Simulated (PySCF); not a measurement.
C3H10N2Si2 (SMILES N#C[SiH2]CCN[SiH3])

```xyz
17

N    -2.9897    2.0041    1.2529
C    -2.5456    0.9604    1.0909
Si   -1.7920   -0.7300    0.8180
C    -0.6696   -0.5764   -0.7082
C     0.2335    0.6660   -0.6919
N     1.0675    0.7718    0.4767
Si    2.4389   -0.2269    0.7493
H    -2.9050   -1.6526    0.5813
H    -1.0648   -1.0442    2.0508
H    -0.0361   -1.4632   -0.7748
H    -1.2740   -0.5505   -1.6175
H     0.8941    0.6364   -1.5637
H    -0.3879    1.5651   -0.7686
H     0.5494    1.0929    1.2807
H     2.1554   -1.6635    0.9350
H     3.0387    0.3077    1.9674
H     3.2805   -0.0851   -0.4388
```

Geometry: GFN2-xTB.

Level of theory: PBE0/pcSseg-1, SCF density, gas phase, non-relativistic (PySCF).

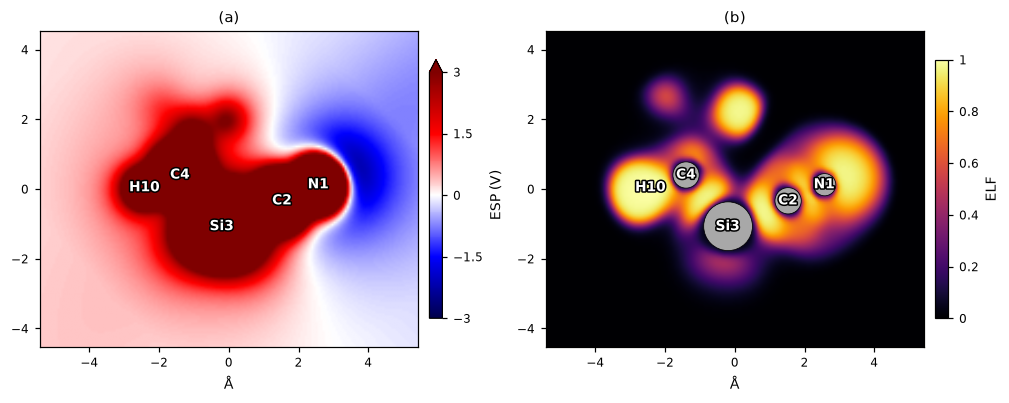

Figure 1. (a) molecular electrostatic potential; (b) electron localisation function on the plane of atoms C2, Si3 and C4. Grey discs cover the atomic cores in the ELF map.

> Read the bonding off the picture.

The plane passes through N, C, Si and H nuclei.
C–N (1.15 Å): the ELF peaks at about 0.85 between the atoms; a multiple bond.
C–Si (1.87 Å): the ELF peaks at about 1 between the atoms (localised, covalent bonding).
C–H (1.09 Å): the ELF climbs to about 1 towards the hydrogen, as it does in any bond to H: an ordinary covalent bond to hydrogen.
The ELF also peaks beside N1, away from the bonds: lone-pair regions.
Outside the dense part of the molecule the potential is most negative (−2.1 V) near N1.

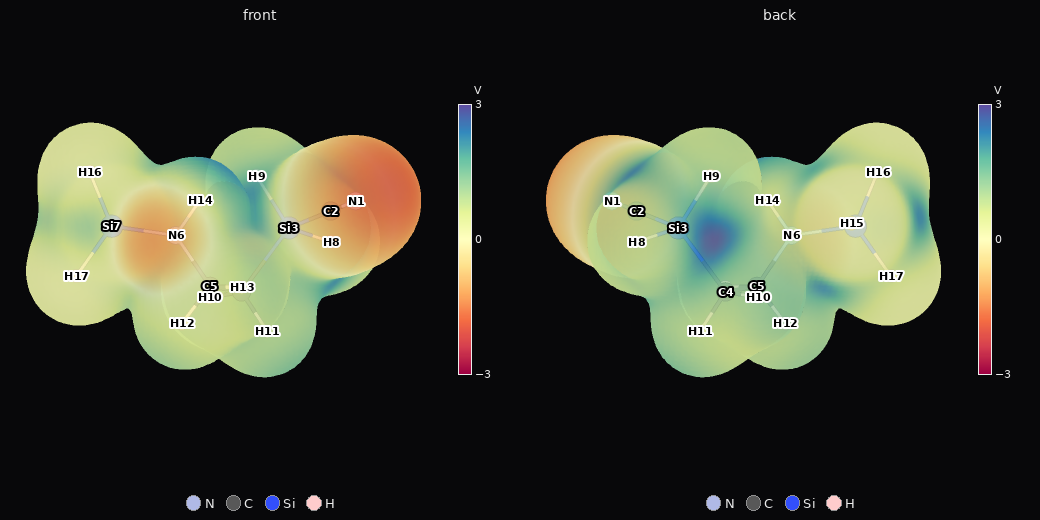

Figure 2. The electrostatic potential painted on the density surface at 0.004 e/bohr³, seen from the front and from behind; the colour scale runs from red (negative) to blue (positive).

> Which sites attract a positive test charge, and which a negative one?

A positive charge is drawn to the negative regions and a negative charge to the positive ones. The most negative region (about −1.9 V) lies over N1, the most positive (about +2.5 V) over Si3. N1 is the likeliest acceptor of a hydrogen bond.

> What dipole moment does the calculation give?

Its dipole moment is 3.45 D.
